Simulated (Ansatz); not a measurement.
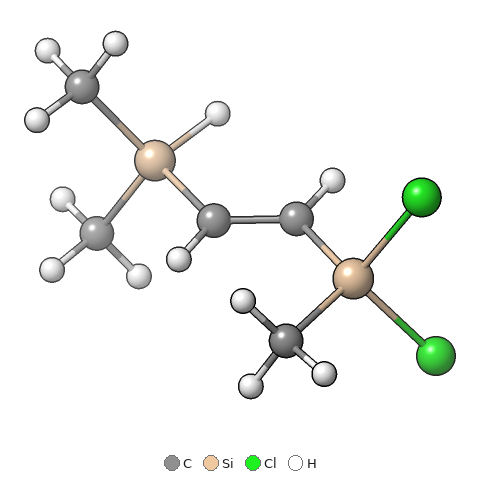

The molecule: C₅H₁₂Cl₂Si₂, SMILES C[SiH](C)/C=C/[Si](C)(Cl)Cl.

Kohn-Sham orbital energies near the frontier, ωB97M-V/def2-TZVPP, the Ansatz code, at a PBE0-D4/def2-TZVP geometry (no frequency check), isolated molecule; empty levels in grey, levels within 0.03 eV side by side.

Where do the frontier orbitals lie?

HOMO at −10.28 eV, LUMO at 0.92 eV, 11.20 eV apart.

Is the HOMO or the LUMO degenerate, or nearly so?

The HOMO is one of 2 levels within 0.03 eV and the LUMO stands alone.

List the levels.

| orbital | energy (eV) |
| --- | --- |
| LUMO+3 | 2.86 |
| LUMO+2 | 2.50 |
| LUMO+1 | 2.31 |
| LUMO | 0.92 |
| HOMO | −10.28 |
| HOMO−1 | −10.28 |
| HOMO−2 | −11.19 |
| HOMO−3 | −11.31 |
| HOMO−4 | −11.36 |

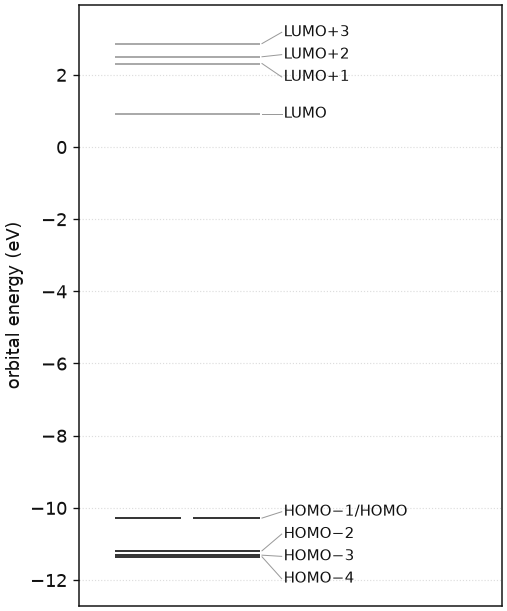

Note: one conformer of a flexible molecule; empty levels above zero depend strongly on the basis.
